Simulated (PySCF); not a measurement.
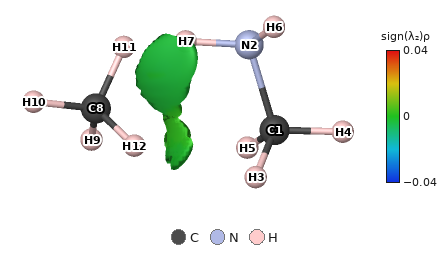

C2H9N, SMILES `CN.C`. Non-covalent interaction surfaces between the fragments (reduced density gradient s = 0.6, coloured by sign(λ₂)ρ in a.u.; trimmed to the region between the fragments where ρ is under 0.06 a.u.). Fragment A: H5CN (atoms 1–7); fragment B: H4C.

Computed with PySCF, CAM-B3LYP/6-31+G*, geometry: GFN2-xTB.

Input

```python
import numpy as np
from pyscf import gto, scf, dft
from pyscf.scf import atom_ks, atom_hf
from scipy.linalg import block_diag
from pyscf.dispersion import dftd3

def solve(mol, dm0=None, hcore=None):
    mf = (dft.UKS if mol.spin else dft.RKS)(mol, xc='camb3lyp')
    mf.grids.level = 3
    mf = mf.density_fit(auxbasis='def2-universal-jkfit')
    mf.conv_tol, mf.max_cycle = 1e-8, 80
    if hcore is not None:
        mf.get_hcore = lambda *args: hcore
    mf.kernel(dm0)
    if not mf.converged:
        mf = mf.newton().run(mf.mo_coeff, mf.mo_occ, max_cycle=30)
    assert mf.converged, 'SCF not converged'
    return mf

mol = gto.M(atom='''
C     -1.69337    -0.59392    -0.00636
N     -1.23631     0.78404     0.03733
H     -0.90891    -1.32547    -0.24882
H     -2.48068    -0.67483    -0.75513
H     -2.11497    -0.85129     0.96482
H     -0.84254     1.04918    -0.85951
H     -0.50674     0.88884     0.73471
C      2.56625    -0.10102    -0.00603
H      1.91068    -0.59351     0.70071
H      3.53354     0.05676     0.45275
H      2.14521     0.85436    -0.29206
H      2.68131    -0.72272    -0.88447
''', basis='6-31+g*', charge=0, spin=0, verbose=4)
mol_a = gto.M(atom='''
C     -1.69337    -0.59392    -0.00636
N     -1.23631     0.78404     0.03733
H     -0.90891    -1.32547    -0.24882
H     -2.48068    -0.67483    -0.75513
H     -2.11497    -0.85129     0.96482
H     -0.84254     1.04918    -0.85951
H     -0.50674     0.88884     0.73471
ghost-C      2.56625    -0.10102    -0.00603
ghost-H      1.91068    -0.59351     0.70071
ghost-H      3.53354     0.05676     0.45275
ghost-H      2.14521     0.85436    -0.29206
ghost-H      2.68131    -0.72272    -0.88447
''', basis='6-31+g*', charge=0, spin=0, verbose=4)
mol_b = gto.M(atom='''
ghost-C     -1.69337    -0.59392    -0.00636
ghost-N     -1.23631     0.78404     0.03733
ghost-H     -0.90891    -1.32547    -0.24882
ghost-H     -2.48068    -0.67483    -0.75513
ghost-H     -2.11497    -0.85129     0.96482
ghost-H     -0.84254     1.04918    -0.85951
ghost-H     -0.50674     0.88884     0.73471
C      2.56625    -0.10102    -0.00603
H      1.91068    -0.59351     0.70071
H      3.53354     0.05676     0.45275
H      2.14521     0.85436    -0.29206
H      2.68131    -0.72272    -0.88447
''', basis='6-31+g*', charge=0, spin=0, verbose=4)
ab, a, b = solve(mol), solve(mol_a), solve(mol_b)
e_int = ab.e_tot - a.e_tot - b.e_tot
print('counterpoise-corrected interaction energy / kcal/mol', e_int * 627.5095)
def disp(atoms, charge):
    m = gto.M(atom=atoms, charge=charge, basis='sto-3g', spin=None, unit='Bohr', verbose=0)
    return dftd3.DFTD3Dispersion(m, xc='camb3lyp', version='d3bj').get_dispersion()['energy']
e_disp = disp(mol._atom, mol.charge) - disp(mol._atom[:7], mol_a.charge) - disp(mol._atom[7:], mol_b.charge)
print('D3(BJ) part / kcal/mol', e_disp * 627.5095)
# spherically averaged free atoms, for the promolecule
atm = atom_ks.get_atm_nrks(mol, xc='camb3lyp')
pro = block_diag(*[(atm[a[0]][2] * atm[a[0]][3]) @ atm[a[0]][2].T for a in mol._atom])
np.savez('result.npz', e_int=e_int, e_disp=e_disp, dm_a=a.make_rdm1(), dm_b=b.make_rdm1(), c=ab.mo_coeff, occ=ab.mo_occ, eps=ab.mo_energy, pro=pro, d=[f.dip_moment(verbose=0) for f in (ab, a, b)])
```

Run with:

```sh
OMP_NUM_THREADS=1 python input.py
```

The run took 14 s on 1 thread of Arm Neoverse V2, on a shared host, peak memory 0.37 GiB.

Partitions, critical points and surface values were worked out afterwards from this run's density.

> Which interactions hold the two fragments together?

Bond critical points between the fragments: N2···C8, 3.90 Å, ρ = 0.003 a.u. It is weak and appears green (van der Waals range). The pose is a local one from a semi-empirical search, not shown to be the most stable.

> How strongly are they bound?

The counterpoise-corrected interaction energy of the frozen fragments is 0.0 kcal/mol without dispersion correction and −0.6 kcal/mol with D3(BJ). The pair geometry is semi-empirical, not a minimum at this level.
